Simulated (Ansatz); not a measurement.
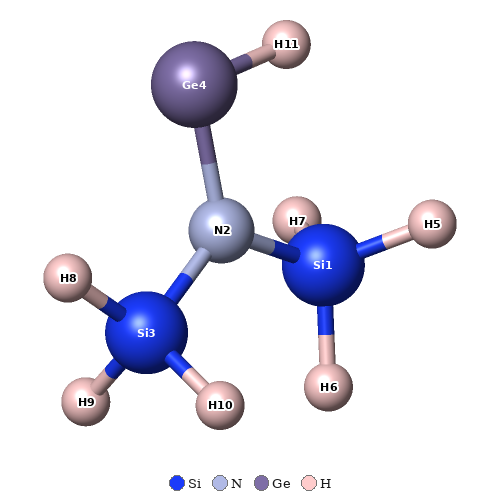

The system is GeH₇NSi₂ (SMILES [SiH3][N]([SiH3])[GeH]) with the probe Li+; the picture shows it without the atoms that are moved over the map. 
- The probe is moved over the molecule's main plane.
- Coordinates scanned: (1) x of the probe's Li atom; (2) y of the probe's Li atom.
- Nothing is relaxed (molecule and probe rigid).
- The grid has 13 × 13 points. At 43 points there is no value (left out of the scan, as a rule where atoms come close).
- Points are written as (first, second).
- Energies: kcal/mol, counted from molecule and probe far apart, each relaxed in its own basis (no counterpoise correction).
- Energies and slopes of some neighbouring points disagree (a jump in structure or state, or too coarse a mesh).
- Computed with RKS PBE0-D4/def2-SVP in Ansatz 0.2.0.

Range: x of the probe's Li atom from −5.58 to 5.58 Å; y of the probe's Li atom from −5.58 to 5.58 Å.

Predict the map.

Answer. The lowest grid point is at (−1.86 Å, −2.79 Å) [nearest 1 H at 1.99 Å], −26.8 kcal/mol from molecule and probe far apart, each relaxed in its own basis (no counterpoise correction). The highest grid point, (0.93 Å, −3.72 Å) [nearest 1 H at 1.35 Å], lies 30.9 kcal/mol above the lowest.

```
y of the probe's Li atom ↓, x of the probe's Li atom →  −5.58  −4.65  −3.72  −2.79  −1.86  −0.93   0.00   0.93  1.86  2.79   3.72   4.65  5.58
                                                  5.58   −1.3   −2.1   −3.2   −4.4   −5.5   −6.1   −6.1   −5.1  −3.6  −2.5   −1.7   −1.1  −0.7
                                                  4.65   −2.0   −3.6   −6.3   −9.3  −11.8  −13.4  −13.1  −10.1  −7.3  −5.2   −3.7   −2.3  −1.3
                                                  3.72   −2.9   −6.3  −12.1  −18.9  −23.4  −21.7  −13.0   −4.8  −8.1  −9.4   −8.1   −4.7  −2.4
                                                  2.79   −4.1   −9.4  −19.1  −20.9  −14.9  −11.7      –      –     –  −4.4  −13.4   −8.4  −3.8
                                                  1.86   −5.0  −11.5  −18.5      –      –      –      –      –     –     –  −13.3  −11.8  −5.1
                                                  0.93   −6.2  −12.0  −10.0      –      –      –      –      –     –     –  −15.1  −12.7  −5.6
                                                  0.00   −8.0  −14.0      –      –      –      –      –      –     –  −9.8  −18.3  −11.7  −5.3
                                                 −0.93   −9.3  −17.2   −3.2      –      –      –      –      –     –     –  −16.8  −10.6  −4.9
                                                 −1.86   −8.6  −17.7  −23.9      –      –      –      –      –     –     –  −14.5   −9.0  −4.1
                                                 −2.79   −6.4  −12.8  −21.0  −25.3  −26.8      –      –      –     –  −6.4  −10.7   −6.2  −3.0
                                                 −3.72   −4.1   −7.5  −12.1  −16.9  −21.1  −15.6      –    4.1  −7.7  −7.2   −6.0   −3.5  −1.8
                                                 −4.65   −2.5   −4.1   −6.1   −8.4  −11.0  −13.8  −13.3  −11.2  −7.3  −4.4   −2.8   −1.7  −1.0
                                                 −5.58   −1.5   −2.2   −3.1   −4.1   −5.1   −6.2   −6.4   −5.3  −3.5  −2.1   −1.3   −0.8  −0.5
```

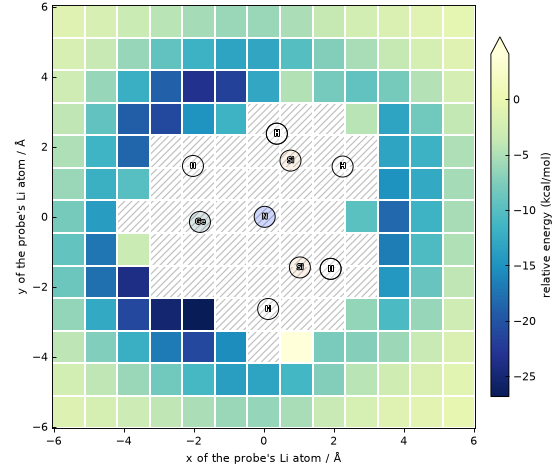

The picture shows one coloured cell a grid point, labelled circles for the molecule's atoms, projected on the plane, one colour for all values above the top of the scale, hatched blanks where no value was computed.

Each point was launched as `ansatz run input.yaml --threads 1 --pin off --max-ram 2560MiB --backend cpu --events-out ev --progress --plain --runs-dir out`. The whole map (126 points run) took 37 min on 1 thread of Arm Neoverse N1, on a shared host.
